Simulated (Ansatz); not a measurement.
# C2H4Si (ethynylsilane): r2SCAN/6-311+G(d,p)

What is the electronic atomisation energy of C2H4Si (ethynylsilane) at r2SCAN/6-311+G**? 

The results are computed with Ansatz 0.2.0.

49 further runs of the same task are left out: 7 that didn't finish, 42 set aside as unsound or not needed.

### 1 The system as given

The species is C2H4Si (7 atoms), meant as a singlet with charge 0. As SMILES, `C#C[SiH3]`. The shape is that of a PBE0-D4/def2-TZVP optimisation.

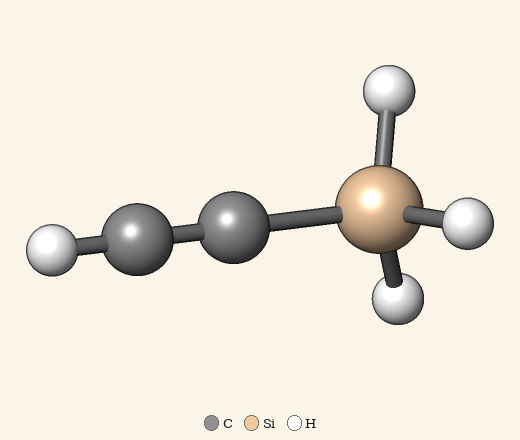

Viewed from a chosen angle; carbon grey, silicon light orange, hydrogen white.

### 2 A single-point energy at r2SCAN/6-311+G(d,p)

molecule.yaml reads:

```yaml
basis:
  gaussian: {orbitals: 6-311+G_st__st_-spherical.json}
crystal:
  periodic: [false, false, false]
  atoms:
    - {symbol: C, position_ang: [-0.580700, -1.871400, 0.172200]}
    - {symbol: C, position_ang: [-0.218500, -0.726500, 0.062400]}
    - {symbol: Si, position_ang: [0.329800, 1.004300, -0.103800]}
    - {symbol: H, position_ang: [-0.901000, -2.883500, 0.269300]}
    - {symbol: H, position_ang: [-0.094500, 1.528300, -1.425000]}
    - {symbol: H, position_ang: [-0.281700, 1.818100, 0.974900]}
    - {symbol: H, position_ang: [1.807900, 1.062900, 0.004400]}
magnetization: {spin_polarized: false, initial_magnetization: 0}
hamiltonian: {xc: {name: r2SCAN}}
accuracy: high
output: {orbitals: {seedname: orbitals}}
```

The basis set 6-311+G** is read from a file made from the Basis Set Exchange's data (not shown).

Run with:

```
$ ansatz run molecule.yaml --threads 1 --pin off --max-ram 3480MiB --events-out events.jsonl --progress --plain --runs-dir runs
```

Output:

```text
Warning: RAYON_NUM_THREADS=1 ignored (pool sized by the plan → 1); use --threads N
Functional definition: r2SCAN
  name "r2SCAN"
  parameter k0 = 0.174
  parameter k1 = 0.065
  parameter a1 = 4.9479
  exchange = r2scan_x(k0 = k0, k1 = k1, a1 = a1)
  correlation = r2scan_c
1694 factors; integrals over basis functions are off by at most 4.2e-9 eV
mean field evaluation 1: about -10007.3408 eV, gradient 4.8e1 eV
mean field evaluation 2: about -10002.5075 eV, gradient 6.2e1 eV
mean field evaluation 4: about -10013.0186 eV, gradient 1.1e1 eV
mean field evaluation 8: about -10013.3008 eV, gradient 2.4e-1 eV
mean field evaluation 16: about -10013.3009 eV, gradient 1.2e-5 eV
mean field -10013.30088396 eV, -367.9820202263 hartree, gradient 4.2e-8 eV, S^2 0.000000; 0 other end points of the search recorded, 0 dependent functions left out
reference -10013.30088578 eV, -367.9820202934 hartree; 15, 15 occupied and 83, 83 virtual orbitals, 1694 factors
Total energy: -10013.30088578 eV, -367.9820202934 hartree
```

It took 10 s on 1 thread of Arm Neoverse V1, shared host; peak memory 0.26 GiB.

### 3 The C atom, same level

job.yaml reads:

```yaml
crystal:
  periodic: [false, false, false]
  atoms:
    - {symbol: C, position_ang: [0.000000, 0.000000, 0.000000]}
basis:
  gaussian:
    orbitals: 6-311+G_st__st_.json
magnetization:
  spin_polarized: true
  initial_magnetization: 2
hamiltonian:
  xc: r2scan
accuracy: high
```

The basis set 6-311+G** is read from a file made from the Basis Set Exchange's data (not shown).

Run the same way, it converges to -37.83050 Eh (log not shown).

### 4 The H atom at the same level

input.yaml reads:

```yaml
crystal:
  periodic: [false, false, false]
  atoms:
    - {symbol: H, position_ang: [0.000000, 0.000000, 0.000000]}
basis:
  gaussian: {orbitals: 6-311+G_st__st_.json}
magnetization: {spin_polarized: true, initial_magnetization: 1}
hamiltonian: {xc: r2scan}
accuracy: high
```

The basis set 6-311+G** is read from a file made from the Basis Set Exchange's data (not shown).

Run with:

```
$ ansatz run input.yaml --threads 1 --pin off --max-ram 3480MiB --events-out events.jsonl --progress --plain --runs-dir runs
```

Output:

```text
Warning: RAYON_NUM_THREADS=1 ignored (pool sized by the plan → 1); use --threads N
[... 7 set-up lines as earlier in the session ...]
21 factors; integrals over basis functions are off by at most 2.5e-9 eV
mean field evaluation 1: about -13.6044 eV, gradient 1.6e-1 eV
mean field evaluation 2: about -13.6045 eV, gradient 5.7e-3 eV
mean field evaluation 4: about -13.6037 eV, gradient 1.4e-3 eV
mean field evaluation 8: about -13.6037 eV, gradient 2.0e-7 eV
mean field -13.60372414 eV, -0.4999276411 hartree, gradient 7.4e-10 eV, S^2 0.750000; 0 other end points of the search recorded, 0 dependent functions left out
reference -13.60372534 eV, -0.4999276854 hartree; 1, 0 occupied and 5, 6 virtual orbitals, 21 factors
Total energy: -13.60372534 eV, -0.4999276854 hartree
```

Run time: 0.44 s. Hardware: 1 thread of Arm Neoverse V1, shared host.

### 5 The Si atom

molecule.yaml reads:

```yaml
crystal:
  periodic: [false, false, false]
  atoms:
    - {symbol: Si, position_ang: [0.000000, 0.000000, 0.000000]}
basis:
  gaussian:
    orbitals: 6-311+G_st__st_-spherical.json
magnetization:
  spin_polarized: true
  initial_magnetization: 2
hamiltonian:
  xc: r2scan
accuracy: high
```

The basis set 6-311+G** is read from a file made from the Basis Set Exchange's data (not shown).

Run the same way, it converges to -289.34167 Eh (log not shown).

### 6 Results

At r2SCAN/6-311+G**:

| quantity | value |
| --- | --- |
| molecule: total energy | -367.98202 Eh |
| molecule: HOMO energy | -7.35 eV |
| molecule: LUMO energy | -0.78 eV |
| molecule: HOMO–LUMO gap | 6.57 eV |
| C atom: total energy | -37.83050 Eh |
| C atom: ⟨S²⟩ | 2.005 |
| H atom: total energy | -0.49993 Eh |
| H atom: ⟨S²⟩ | 0.750 |
| Si atom: total energy | -289.34167 Eh |
| Si atom: ⟨S²⟩ | 2.004 |
| electronic atomisation energy | 26.657 eV |

**Reading.** Taking the molecule apart into free atoms costs 26.66 eV (2572 kJ/mol), before zero-point energy and without spin-orbit coupling.
